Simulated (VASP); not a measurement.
# A VASP study of Gallium (rev-vdW-DF2): structure first, properties next, part 3 of 3

Aim: relax Gallium, then compute properties on the relaxed cell. The start is a cell from a database of measured crystal structures.

VASP 6.6.1; rev-vdW-DF2; plane waves and PAW (Ga_d).

So far. Step 3 (Single point with fields (rev-vdW-DF2)): In this run the pressure is -0.02 GPa, small enough to go on. Step 4 (Band structure (rev-vdW-DF2)): There is no gap at this level. The relaxed cell has a, b, c = 4.583, 7.587, 4.551 Å (conventional setting).

### 5. Density of states (rev-vdW-DF2)

Here the states are counted by energy and projected on the atoms. The mesh is finer than in the run before.

Input file INCAR:

```
SYSTEM = Ga
PREC = Accurate
ENCUT = 400
EDIFF = 1E-06
NELM = 100
ISMEAR = -5
SIGMA = 0.2
LREAL = .FALSE.
ALGO = Normal
GGA = MK
AGGAC = 0
LUSE_VDW = .TRUE.
PARAM1 = 0.1234
PARAM2 = 0.711357
ZAB_VDW = -1.8867
LASPH = .TRUE.
NBANDS = 40
LORBIT = 11
LWAVE = .FALSE.
LCHARG = .FALSE.
KPAR = 4
NEDOS = 2001
```

Input file POSCAR:

```
Ga
1.0
    2.2917114463     -3.7937019502      0.0000000000
    2.2917114463      3.7937019502      0.0000000000
    0.0000000000      0.0000000000      4.5506355240
Ga
4
Direct
    0.8434347427      0.1565652573      0.0867171533
    0.6565652573      0.3434347427      0.5867171533
    0.1565652573      0.8434347427      0.9132828467
    0.3434347427      0.6565652573      0.4132828467
```

Input file KPOINTS:

```
Automatic mesh
0
Gamma
9 9 7
0 0 0
```

Potentials, in the order of the species: Ga_d (PBE family, release 64).

The run is started by

```
> mpirun -np 4 vasp_std
```

The log of the run:

```text
[... set-up lines as in an earlier step ...]
 entering main loop
       N       E                     dE             d eps       ncg     rms          rms(c)
DAV:   1     0.388066800247E+03    0.38807E+03   -0.20503E+04  8864   0.211E+03
DAV:   2     0.529924269340E+02   -0.33507E+03   -0.31872E+03  8128   0.493E+02
DAV:   3     0.200119134508E+01   -0.50991E+02   -0.50440E+02  9160   0.136E+02
DAV:   4     0.335913356939E+00   -0.16653E+01   -0.16637E+01  9344   0.285E+01
DAV:   5     0.303187798116E+00   -0.32726E-01   -0.32758E-01  9872   0.412E+00    0.242E+00
DAV:   6     0.386325357231E+00    0.83138E-01   -0.16294E-01 10912   0.488E+00    0.132E+00
DAV:   7     0.403189260483E+00    0.16864E-01   -0.48129E-02 12040   0.209E+00    0.298E-01
DAV:   8     0.403912195052E+00    0.72293E-03   -0.12107E-02  8936   0.100E+00    0.477E-02
DAV:   9     0.403793797243E+00   -0.11840E-03   -0.95380E-04  9216   0.274E-01    0.261E-02
DAV:  10     0.403805167354E+00    0.11370E-04   -0.17041E-04  9120   0.123E-01    0.563E-03
DAV:  11     0.403798009949E+00   -0.71574E-05   -0.28959E-05  9296   0.553E-02    0.452E-03
DAV:  12     0.403799641990E+00    0.16320E-05   -0.76201E-06  9112   0.282E-02    0.530E-04
DAV:  13     0.403799854248E+00    0.21226E-06   -0.69251E-07  6096   0.645E-03
   1 F= 0.40379985E+00 E0= 0.40379985E+00  d E =0.000000E+00
 -----------------------------------------------------------------------------
|                                                                             |
|           W    W    AA    RRRRR   N    N  II  N    N   GGGG   !!!           |
|           W    W   A  A   R    R  NN   N  II  NN   N  G    G  !!!           |
|           W    W  A    A  R    R  N N  N  II  N N  N  G       !!!           |
|           W WW W  AAAAAA  RRRRR   N  N N  II  N  N N  G  GGG   !            |
|           WW  WW  A    A  R   R   N   NN  II  N   NN  G    G                |
|           W    W  A    A  R    R  N    N  II  N    N   GGGG   !!!           |
|                                                                             |
|     Tetrahedron method does not include variations of the Fermi             |
|     occupations, so forces and stress will be inaccurate. We suggest        |
|     using a different smearing scheme ISMEAR = 1 or 2 for metals in         |
|     relaxations.                                                            |
|                                                                             |
 -----------------------------------------------------------------------------
```

It took 60 s on 4 MPI ranks of AMD EPYC 7R43, shared host; peak memory 1.7 GiB; 3.9 min of CPU time.

From OUTCAR (step 5):

```text
   k-points           NKPTS =    100   k-points in BZ     NKDIM =    100   number of bands    NBANDS=     40

   NELECT =      52.0000    total number of electrons

 E-fermi :   4.7378

 k-point     1 :       0.0000    0.0000    0.0000
  band No.  band energies     occupation
    ...
     22       0.5104      2.00000
     23       1.1079      2.00000
     24       2.8217      2.00000
     25       3.1077      2.00000
     26       4.3180      2.00000
     27       5.6672     -0.17566
     28       5.8875      0.00000
     29       6.0001      0.00000
     30       9.6709      0.00000
     31      10.1539      0.00000
    ...

Total vdW correction in eV:      9.8481083

  Total       -0.4053965      0.4787363     -0.1113074      0.0000000     -0.0000000      0.0000000
  in kB       -8.2085303      9.6935263     -2.2537686      0.0000000     -0.0000000      0.0000000
  external PRESSURE =      -0.2562575 kB  Pullay stress =       0.0000000 kB

 POSITION                                       TOTAL-FORCE (eV/Angst)
 -----------------------------------------------------------------------------------
      2.29171     -2.60578      0.39462         0.000000     -0.018566     -0.009753
      2.29171     -1.18792      2.66994         0.000000      0.018566     -0.009753
      2.29171      2.60578      4.15602         0.000000      0.018566      0.009753
      2.29171      1.18792      1.88070         0.000000     -0.018566      0.009753
 -----------------------------------------------------------------------------------
    total drift:                                0.000000      0.000000      0.000000

  FREE ENERGIE OF THE ION-ELECTRON SYSTEM (eV)
  ---------------------------------------------------
  free  energy   TOTEN  =         0.4037998542 eV

  energy  without entropy=        0.4037998542  energy(sigma->0) =        0.40379985

Total vdW correction in eV:      9.8481129

[... 7 parts as in an earlier step ...]

[... 9 further parts left out ...]
```

With tetrahedra the forces and stress of a metal are not exact derivatives of the energy.

This step gave:

```
SCF cycles             : 13
irreducible k-points   : 100
free energy (TOTEN)    : 0.4038 eV
Fermi energy           : 4.738 eV
pressure               : -0.02563 GPa
DOS at the Fermi level : 0.7282 states/eV/cell
```

The density of states has structure finer than the step of the table below, so its rows give means over 1 eV, whole bins alone (the curve runs from -12.0 to 4.69 eV). Peaks (eV: height): total -1.4: 2.34, 1.3: 2.37, 3.2: 2.39, 3.9: 2.26; Ga p -1.4: 1.00, 1.3: 0.722, 3.2: 0.853, 3.9: 0.845; Ga s -7.1: 0.686, -5.5: 0.599, -3.0: 0.409, 1.3: 0.500; Ga d -1.4: 0.0705, 1.3: 0.154, 3.2: 0.194, 3.9: 0.207.

States under -12.0 eV and over 4.7 eV are left out. Table of density of states by energy, zero at the Fermi level; means over each step; values in states/eV/cell:

| energy (eV) | total | Ga p | Ga s | Ga d |
| --- | --- | --- | --- | --- |
| -11 | 0.0695 | 7.2e-4 | 0.0372 | 7.0e-5 |
| -10 | 0.513 | 0.0161 | 0.266 | 0.00303 |
| -9 | 0.858 | 0.0489 | 0.432 | 0.0104 |
| -8 | 0.869 | 0.0703 | 0.426 | 0.0148 |
| -7 | 1.11 | 0.107 | 0.541 | 0.0241 |
| -6 | 0.966 | 0.124 | 0.442 | 0.0217 |
| -5 | 1.31 | 0.211 | 0.564 | 0.0324 |
| -4 | 0.959 | 0.189 | 0.379 | 0.0273 |
| -3 | 1.29 | 0.355 | 0.352 | 0.0360 |
| -2 | 1.56 | 0.586 | 0.205 | 0.0447 |
| -1 | 1.94 | 0.842 | 0.146 | 0.0645 |
| 0 | 0.876 | 0.364 | 0.0927 | 0.0413 |
| 1 | 1.77 | 0.579 | 0.350 | 0.110 |
| 2 | 1.67 | 0.559 | 0.298 | 0.115 |
| 3 | 1.90 | 0.683 | 0.268 | 0.149 |
| 4 | 1.88 | 0.710 | 0.200 | 0.171 |

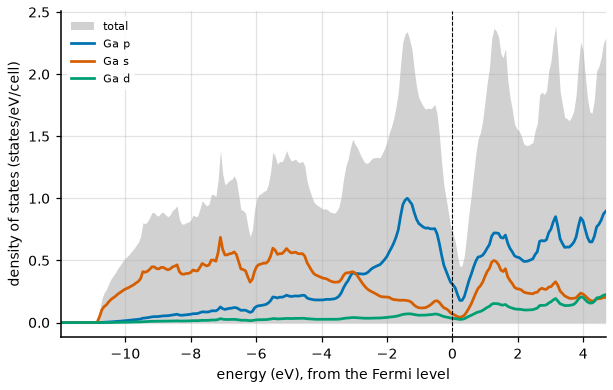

Density of states against energy.

The finer mesh and the other smearing move the Fermi level by +0.02 eV from the 6×6×5 run, a small shift, which tests the Fermi level alone. Of the states within 0.3 eV of the Fermi level, the largest shares in the PAW spheres are Ga p 42 % and Ga s 10 %. The rest lies in smaller channels or between the spheres.

### 6. Electric field gradients (rev-vdW-DF2)

Field gradients probe how far the charge around each nucleus departs from cubic symmetry; LASPH keeps the non-spherical terms inside the spheres.

INCAR: that of step 5 with these lines changed.

```diff
@@ -3,5 +3,5 @@
 ENCUT = 400
-EDIFF = 1E-06
+EDIFF = 1E-07
 NELM = 100
-ISMEAR = -5
+ISMEAR = 1
 SIGMA = 0.2
@@ -16,3 +16,3 @@
 LASPH = .TRUE.
-NBANDS = 40
+NBANDS = 32
 LORBIT = 11
@@ -21,2 +21,2 @@
 KPAR = 4
-NEDOS = 2001
+LEFG = .TRUE.
```

POSCAR is that of step 5.

Input file KPOINTS:

```
Automatic mesh
0
Gamma
6 6 5
0 0 0
```

The run is started by

```
> mpirun -np 4 vasp_std
```

The log of the run:

```text
[... set-up lines as in an earlier step ...]
 entering main loop
       N       E                     dE             d eps       ncg     rms          rms(c)
DAV:   1     0.336111652111E+03    0.33611E+03   -0.22655E+04  2560   0.265E+03
DAV:   2     0.368360252553E+02   -0.29928E+03   -0.29370E+03  2656   0.496E+02
DAV:   3     0.127615941116E+01   -0.35560E+02   -0.35238E+02  2848   0.138E+02
DAV:   4     0.310961925423E+00   -0.96520E+00   -0.96429E+00  2816   0.272E+01
DAV:   5     0.290264544725E+00   -0.20697E-01   -0.20695E-01  2992   0.396E+00    0.242E+00
DAV:   6     0.373115035824E+00    0.82850E-01   -0.19668E-01  3048   0.609E+00    0.132E+00
DAV:   7     0.389963611087E+00    0.16849E-01   -0.57019E-02  3480   0.263E+00    0.299E-01
DAV:   8     0.390788943052E+00    0.82533E-03   -0.13888E-02  2792   0.130E+00    0.470E-02
DAV:   9     0.390639231489E+00   -0.14971E-03   -0.10103E-03  2736   0.351E-01    0.256E-02
DAV:  10     0.390630405633E+00   -0.88259E-05   -0.20440E-04  3016   0.160E-01    0.599E-03
DAV:  11     0.390628497938E+00   -0.19077E-05   -0.34478E-05  2864   0.698E-02    0.481E-03
DAV:  12     0.390628944167E+00    0.44623E-06   -0.10380E-05  2904   0.386E-02    0.828E-04
DAV:  13     0.390628852994E+00   -0.91173E-07   -0.12251E-06  3280   0.967E-03    0.457E-04
DAV:  14     0.390628875877E+00    0.22883E-07   -0.70773E-08  1840   0.212E-03
ion   1
     0.0000000     0.0000000     0.1014729    -0.0002415    -0.0000000    -0.0880571
     0.0000481     0.0000000     0.1014729    -0.0002415    -0.0000000    -0.0880571
     0.0000628     0.0000000     0.1014729    -0.0002415    -0.0000000    -0.0880571
     0.0000820     0.0000000     0.1014729    -0.0002415    -0.0000000    -0.0880571
     0.0001070     0.0000000     0.1014729    -0.0002415    -0.0000000    -0.0880571

     0.0000000     0.0000000    24.0295723    -0.2139180    -0.0000000   -24.2387009
     0.0000481     0.0000000    24.0287371    -0.2139124    -0.0000000   -24.2378520
     0.0000628     0.0000000    24.0283427    -0.2139097    -0.0000000   -24.2374501
     0.0000820     0.0000000    24.0277466    -0.2139055    -0.0000000   -24.2368421
     0.0001070     0.0000000    24.0268506    -0.2138991    -0.0000000   -24.2359276

ion   2
     0.0000000     0.0000000    -0.1014729    -0.0002415     0.0000000    -0.0880571
     0.0000481     0.0000000    -0.1014729    -0.0002415     0.0000000    -0.0880571
     0.0000628     0.0000000    -0.1014729    -0.0002415     0.0000000    -0.0880571
     0.0000820     0.0000000    -0.1014729    -0.0002415     0.0000000    -0.0880571
     0.0001070     0.0000000    -0.1014729    -0.0002415     0.0000000    -0.0880571

     0.0000000     0.0000000   -24.0295723    -0.2139180     0.0000000   -24.2387009
     0.0000481     0.0000000   -24.0287371    -0.2139124     0.0000000   -24.2378520
     0.0000628     0.0000000   -24.0283427    -0.2139097     0.0000000   -24.2374501
     0.0000820     0.0000000   -24.0277466    -0.2139055     0.0000000   -24.2368421
     0.0001070     0.0000000   -24.0268506    -0.2138991     0.0000000   -24.2359276

ion   3
     0.0000000     0.0000000     0.1014729    -0.0002415    -0.0000000    -0.0880571
     0.0000481     0.0000000     0.1014729    -0.0002415    -0.0000000    -0.0880571
     0.0000628     0.0000000     0.1014729    -0.0002415    -0.0000000    -0.0880571
     0.0000820     0.0000000     0.1014729    -0.0002415    -0.0000000    -0.0880571
     0.0001070     0.0000000     0.1014729    -0.0002415    -0.0000000    -0.0880571

     0.0000000     0.0000000    24.0295723    -0.2139180    -0.0000000   -24.2387009
     0.0000481     0.0000000    24.0287371    -0.2139124    -0.0000000   -24.2378520
     0.0000628     0.0000000    24.0283427    -0.2139097    -0.0000000   -24.2374501
     0.0000820     0.0000000    24.0277466    -0.2139055    -0.0000000   -24.2368421
     0.0001070     0.0000000    24.0268506    -0.2138991    -0.0000000   -24.2359276

ion   4
     0.0000000     0.0000000    -0.1014729    -0.0002415     0.0000000    -0.0880571
     0.0000481     0.0000000    -0.1014729    -0.0002415     0.0000000    -0.0880571
     0.0000628     0.0000000    -0.1014729    -0.0002415     0.0000000    -0.0880571
     0.0000820     0.0000000    -0.1014729    -0.0002415     0.0000000    -0.0880571
     0.0001070     0.0000000    -0.1014729    -0.0002415     0.0000000    -0.0880571

     0.0000000     0.0000000   -24.0295723    -0.2139180     0.0000000   -24.2387009
     0.0000481     0.0000000   -24.0287371    -0.2139124     0.0000000   -24.2378520
     0.0000628     0.0000000   -24.0283427    -0.2139097     0.0000000   -24.2374501
     0.0000820     0.0000000   -24.0277466    -0.2139055     0.0000000   -24.2368421
     0.0001070     0.0000000   -24.0268506    -0.2138991     0.0000000   -24.2359276

   1 F= 0.39062888E+00 E0= 0.39048576E+00  d E =0.429355E-03
```

Elapsed: 37 s, on 4 MPI ranks; peak memory 1.4 GiB; 2.4 min of CPU time.

Parts of OUTCAR (step 6):

```text
   NELECT =      52.0000    total number of electrons

 E-fermi :   4.7226

 k-point     1 :       0.0000    0.0000    0.0000
  band No.  band energies     occupation
    ...
     22       0.5073      2.00000
     23       1.1116      2.00000
     24       2.8213      2.00000
     25       3.1099      2.00000
     26       4.3165      2.01447
     27       5.6668     -0.00000
     28       5.8901     -0.00000
     29       5.9967     -0.00000
     30       9.6711      0.00000
     31      10.1548      0.00000
    ...

Total vdW correction in eV:      9.8478277

  Total       -0.0256156      0.0151454     -0.0195688      0.0000000      0.0000000      0.0000000
  in kB       -0.5186685      0.3066660     -0.3962327      0.0000000      0.0000000      0.0000000
  external PRESSURE =      -0.2027451 kB  Pullay stress =       0.0000000 kB

 POSITION                                       TOTAL-FORCE (eV/Angst)
 -----------------------------------------------------------------------------------
      2.29171     -2.60578      0.39462         0.000000     -0.000592      0.001805
      2.29171     -1.18792      2.66994         0.000000      0.000592      0.001805
      2.29171      2.60578      4.15602         0.000000      0.000592     -0.001805
      2.29171      1.18792      1.88070         0.000000     -0.000592     -0.001805
 -----------------------------------------------------------------------------------
    total drift:                                0.000000      0.000000      0.000000

  FREE ENERGIE OF THE ION-ELECTRON SYSTEM (eV)
  ---------------------------------------------------
  free  energy   TOTEN  =         0.3906288759 eV

  energy  without entropy=        0.3901995207  energy(sigma->0) =        0.39048576

Total vdW correction in eV:      9.8478298

 Electric field gradients after diagonalization (V/A^2)
 (convention: |V_zz| > |V_xx| > |V_yy|)
----------------------------------------------------------------------
 ion       V_xx      V_yy      V_zz     asymmetry (V_yy - V_xx)/ V_zz
----------------------------------------------------------------------
   1      26.028    16.113   -42.140       0.235
   2      26.028    16.113   -42.140       0.235
   3      26.028    16.113   -42.140       0.235
   4      26.028    16.113   -42.140       0.235
----------------------------------------------------------------------

[... 12 parts as in an earlier step ...]

[... 5 further parts left out ...]
```

Numbers from this step:

| Property | Result |
| --- | --- |
| SCF cycles | 14 |
| bands | 32 |
| irreducible k-points | 39 |
| free energy (TOTEN) | 0.3906 eV |
| Fermi energy | 4.723 eV |
| pressure | -0.02027 GPa |

Electric field gradients, by row:

| atom | Vxx (V/Å²) | Vyy (V/Å²) | Vzz (V/Å²) | asymmetry |
| --- | --- | --- | --- | --- |
| Ga1 | 26.03 | 16.11 | -42.14 | 0.235 |
| Ga2 | 26.03 | 16.11 | -42.14 | 0.235 |
| Ga3 | 26.03 | 16.11 | -42.14 | 0.235 |
| Ga4 | 26.03 | 16.11 | -42.14 | 0.235 |

The largest gradient, -42.14 V/Å², sits on Ga1 and like sites; times the quadrupole moment of a nucleus that has one, it gives the coupling that NMR and NQR see.

### 7. Summary of results

- relaxed volume: 19.78 Å³/atom
- relaxed conventional cell a, b, c: 4.583, 7.587, 4.551 Å
- space group after relaxing, within 0.02 Å: Cmce (No. 64)
- band gap: none, a metal
- DOS at the Fermi level: 0.728 states/eV/cell
- largest field gradient Vzz: -42.14 V/Å² on Ga1

In words: With rev-vdW-DF2, Gallium relaxes to 19.78 Å³/atom in space group Cmce (held by the symmetry of the run) and comes out as a metal. Against the listed cell the volume lies +1.0 % (a +1.3 %, b -1.0 %, c +0.6 %). Band structure (rev-vdW-DF2): Of the bands kept, 4 cross the Fermi level on this path. Spin-orbit coupling is left out; it would split some degenerate bands. The k-sampling is coarse for a metal, so the Fermi level, pressures and the shape of the cell carry errors. No search among competing phases was made. All values are for a static lattice at zero temperature.

[Lines on the potential files, build, host, timing and source positions are cut from VASP's logs without a mark.]

[Logs are printed without paths, hosts, clocks, repeated set-up lines and the standing remarks that a program may print on its own settings, such as how far it seeks lower states.]

[Hosts, paths, dates, database ids (printed as entryN), source tags and the programs' standing remarks are cut or masked in the printed files.]

[A measured line is paired with the nearest computed mode of its activity, which favours agreement.]
